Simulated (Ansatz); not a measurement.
The starting structures come from a database of crystals and need not be the phases stable at ambient conditions.

 Where the default PAW files enter, the runs use the earlier of Ansatz's two default sets.

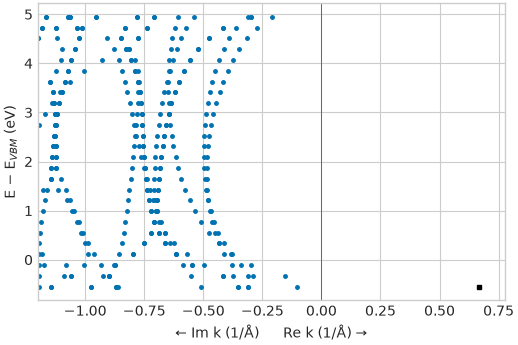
Fig. 1. Complex bands at the centre of the two-dimensional zone; r2SCAN (Ansatz, an electronic-structure program)

The gap is the functional's own, uncorrected, and κ follows it; spin-orbit coupling is left out. Mid-gap values are interpolated between the computed energies.

### Question
This is LaOF (R-3m, not sure to be the ambient phase, 6 atoms a cell, 15.9 Å³ an atom) along the normal of (101). Read off the slowest decay at the centre of the two-dimensional zone at 2.31 eV, the computed energy nearest the middle of the gap.

### Answer
κ ≈ 0.48 1/Å, a decay length 1/(2κ) of the density of 1.0 Å.
